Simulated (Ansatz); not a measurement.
Hypothetical diamond Al: pressure series

Base system: Al in the diamond structure (space group Fd-3m, No. 227; a = 6.0476 Å; a hypothetical phase, not in the database extracts checked).

Cell and atoms are relaxed at each pressure.

Method: Ansatz (a first-principles code) PBE, scalar-relativistic without spin-orbit coupling.

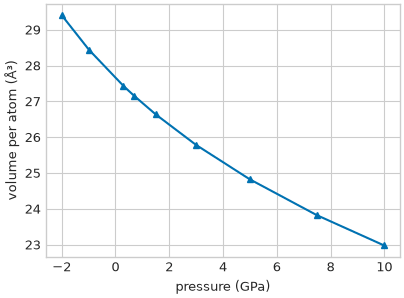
Volume against pressure

Estimate the zero-pressure bulk modulus from the plot.

About 37 GPa; a third-order Birch–Murnaghan fit to the points gives V₀ = 27.66 Å³/atom, B₀ = 37 GPa and B₀′ = 4.0.

Load acts through the strain it causes; cell and atoms are relaxed under it. No phonon test of stability was made. No other phases were tried under pressure.
